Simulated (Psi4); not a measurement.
**AlCl2F (SMILES [F][Al]([Cl])[Cl]) at CCSD(T)/def2-SVP (sweep point 4)**

Aim: the vertical ionisation energy of AlCl2F at CCSD(T)/def2-SVP (sweep point 4), from 2 runs. 

The results are computed with Psi4 1.11.

### 1 The molecule

AlCl2F has 4 atoms, charge 0, and is taken as a singlet. SMILES: `[F][Al]([Cl])[Cl]`. The shape comes from GFN2-xTB, which is rough for such elements, and wasn't checked as a minimum.

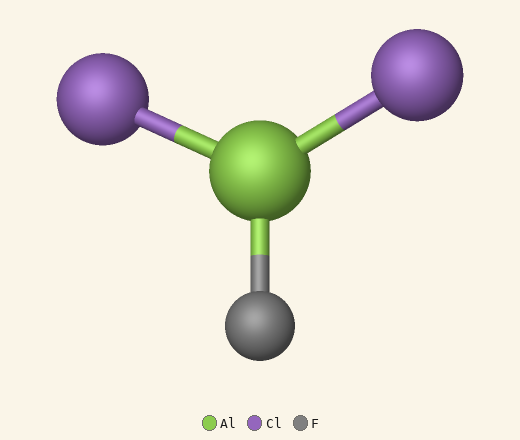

Viewed from a chosen angle; aluminium green, chlorine purple, fluorine grey.

### 2 The energy at CCSD(T)/def2-SVP (sweep point 4)

The input, calc.inp:

```
memory 1600 mb

molecule mol {
  0 1
  Al    -0.017680    -0.029510    -0.000030
  Cl     1.994930    -0.186520     0.014240
  Cl    -1.111650     1.666840    -0.016240
  F     -0.865600    -1.450810     0.002030
  units angstrom
  symmetry c1
}

set {
  puream          true
  scf_type        pk
  num_frozen_docc 16
}

energy("ccsd(t)/def2-SVP")
```

The run is started by

```
$ psi4 -n 1 calc.inp calc.out
```

calc.out, shortened:

```text
[...]
  Running in c1 symmetry.
[...]
  Nuclear repulsion =  247.327666045466202
[...]
  Multiplicity = 1
[...]
  Nalpha       = 28
  Nbeta        = 28
[...]
    Number of basis functions: 68
[...]
   @RHF iter   1: -1260.07313463831383   -6.65342e-01   5.72930e-03 DIIS/ADIIS
[...]
   @RHF iter  10: -1260.13376174006999   -3.41061e-12   4.13199e-09 DIIS
[...]
    Orbital Energies [Eh]
    ---------------------
    Doubly Occupied:
       1A   -104.805510     2A   -104.805485     3A    -58.547748
       4A    -26.259037     5A    -10.570840     6A    -10.570810
       7A     -8.045194     8A     -8.045164     9A     -8.043029
      10A     -8.042999    11A     -8.042831    12A     -8.042802
      13A     -4.978752    14A     -3.298371    15A     -3.297692
      16A     -3.296889    17A     -1.523454    18A     -1.114606
      19A     -1.102046    20A     -0.688733    21A     -0.640176
      22A     -0.636101    23A     -0.587609    24A     -0.540887
      25A     -0.505592    26A     -0.503082    27A     -0.489614
      28A     -0.479924
[...]
  @RHF Final Energy: -1260.13376174006999
   => Energetics <=
    Nuclear Repulsion Energy =            247.3276660454662021
    One-Electron Energy =               -2239.9129017459213173
    Two-Electron Energy =                 732.4514739603851012
    Total Energy =                      -1260.1337617400699855
[...]
 Multipole Moments:
 ------------------------------------------------------------------------------------
     Multipole            Electronic (a.u.)      Nuclear  (a.u.)        Total (a.u.)
 ------------------------------------------------------------------------------------
 L = 1.  Multiply by 2.5417464519 to convert [e a0] to [Debye]
 Dipole X            :         -0.2612760            0.4703374            0.2090614
 Dipole Y            :         -0.4370687            0.7882877            0.3512190
 Dipole Z            :          0.0003519           -0.0010839           -0.0007320
 Magnitude           :                                                    0.4087322
[...]
      * MP2 total energy                      = -1260.637110888336565
[...]
      * CCSD total energy                     = -1260.663384844836855
[...]
      * CCSD(T) total energy                  = -1260.672370138393035
[...]
```

Run time: 14 s. Hardware: 1 thread of AMD EPYC 7R43 (Zen 3), shared host; peak memory 0.31 GiB.

### 3 The doublet cation at the same level

The input, alcl2f.dat:

```
memory 1600 mb

molecule {
  1 2
  Al    -0.017680    -0.029510    -0.000030
  Cl     1.994930    -0.186520     0.014240
  Cl    -1.111650     1.666840    -0.016240
  F     -0.865600    -1.450810     0.002030
  symmetry c1
}

set {
  basis def2-SVP
  reference uhf
  puream true
  scf_type pk
  num_frozen_docc 16
  maxiter 150
}

e, wfn = energy('ccsd(t)', return_wfn=True)
```

The run is started by

```
$ psi4 -i alcl2f.dat -o alcl2f.out -n 1
```

alcl2f.out, shortened:

```text
[...]
  Running in c1 symmetry.
[...]
  Nuclear repulsion =  247.327666045466202
[...]
  Multiplicity = 2
[...]
  Nalpha       = 28
  Nbeta        = 27
[...]
    Number of basis functions: 68
[...]
   @UHF iter   1: -1259.60681404145248   -1.99021e-01   5.77822e-03 ADIIS/DIIS
[...]
   @UHF iter  19: -1259.68332609284630   -6.13909e-12   6.58123e-09 DIIS
[...]
   @S^2 Observed:                7.935928589E-01
[...]
    Orbital Energies [Eh]
    ---------------------
    Alpha Occupied:
       1A   -105.115243     2A   -105.115083     3A    -58.785250
       4A    -26.452162     5A    -10.878283     6A    -10.878118
       7A     -8.362397     8A     -8.362222     9A     -8.348811
      10A     -8.348648    11A     -8.346885    12A     -8.346723
      13A     -5.215804    14A     -3.536069    15A     -3.535148
      16A     -3.533274    17A     -1.712644    18A     -1.416956
      19A     -1.406614    20A     -0.894292    21A     -0.849673
      22A     -0.843083    23A     -0.823477    24A     -0.813594
      25A     -0.802411    26A     -0.787170    27A     -0.775728
      28A     -0.765820
    Alpha Virtual:
[...]
  @UHF Final Energy: -1259.68332609284630
   => Energetics <=
    Nuclear Repulsion Energy =            247.3276660454662021
    One-Electron Energy =               -2225.2094444341128110
    Two-Electron Energy =                 718.1984522958003936
    Total Energy =                      -1259.6833260928460732
  UHF NO Occupations:
  HONO-2 :   26  A 1.9989547
  HONO-1 :   27  A 1.9803615
[...]
 Multipole Moments:
 ------------------------------------------------------------------------------------
     Multipole            Electronic (a.u.)      Nuclear  (a.u.)        Total (a.u.)
 ------------------------------------------------------------------------------------
 L = 1.  Multiply by 2.5417464519 to convert [e a0] to [Debye]
 Dipole X            :          0.1404508            0.4703374            0.6107882
 Dipole Y            :          0.2387324            0.7882877            1.0270200
 Dipole Z            :         -0.0005812           -0.0010839           -0.0016652
 Magnitude           :                                                    1.1949206
[...]
      * MP2 total energy                      = -1260.183225185293850
[...]
      * CCSD total energy                     = -1260.213633085667425
[...]
      * CCSD(T) total energy                     = -1260.226391718865216
[...]
```

It took 44 s on 1 thread of AMD EPYC 7R43 (Zen 3), shared host; peak memory 0.32 GiB.

### 4 Results

At CCSD(T)/def2-SVP (sweep point 4), 16 core orbitals frozen:

```
                                                                  quantity           value
                                              singlet AlCl2F: total energy  -1260.67237 Eh
                       singlet AlCl2F: HOMO energy (Hartree–Fock orbitals)       -13.06 eV
                       singlet AlCl2F: LUMO energy (Hartree–Fock orbitals)         2.01 eV
                     singlet AlCl2F: HOMO–LUMO gap (Hartree–Fock orbitals)        15.07 eV
              singlet AlCl2F: correlation energy (16 core orbitals frozen)      -538.6 mEh
                                            singlet AlCl2F: (T) correction       -8.99 mEh
                                             singlet AlCl2F: T1 diagnostic           0.011
                                              doublet cation: total energy  -1260.22639 Eh
doublet cation: HOMO energy (Hartree–Fock orbitals) (highest over α and β)       -17.01 eV
 doublet cation: LUMO energy (Hartree–Fock orbitals) (lowest over α and β)       -11.42 eV
              doublet cation: correlation energy (16 core orbitals frozen)      -543.1 mEh
                                            doublet cation: (T) correction      -12.76 mEh
                         doublet cation: ⟨S²⟩ of the reference determinant           0.794
                                             doublet cation: T1 diagnostic           0.033
                        vertical ionisation energy (to the doublet cation)       12.136 eV
```

In words: Removing an electron at fixed nuclei costs 12.14 eV (1171 kJ/mol). The triples (singlet AlCl2F) make up 1.7 % of the correlation energy. The triples (doublet cation) make up 2.3 % of the correlation energy.
